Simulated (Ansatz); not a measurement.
Three curves of one kind of scan: energy against volume (even scaling of the relaxed cell, symmetry kept). All values below come from r2SCAN (plane waves to 500 eV, PAW, scalar-relativistic; Ansatz, a first-principles code). Each is measured from its own zero (the relaxed starting cell). 

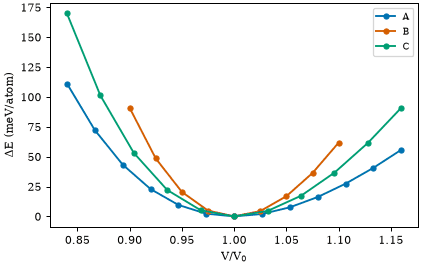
Curves A, B and C.

### Question
Match the curves to these crystals:
- CoSn (CoSn type, space group P6/mmm), a = b = 5.2416 Å, c = 4.1879 Å, α = β = 90.00°, γ = 120.00°
- Tl (hcp, Mg type), a = b = 3.5200 Å, c = 5.6016 Å, α = β = 90.00°, γ = 120.00°
- GaCuSe$_{2}$ (chalcopyrite), a = 5.608 Å, b = 5.608 Å, c = 11.098 Å, α = 90.00°, β = 90.00°, γ = 90.00°

### Answer
A is Tl; B is CoSn; C is GaCuSe2.

All were relaxed with their symmetry unable to fall. CoSn is run without spin polarisation. GaCuSe2 is run without spin polarisation. Spin-orbit coupling is left out.

(Under strain, the slope of the energy per volume gives the stress and its curvature an elastic modulus.)
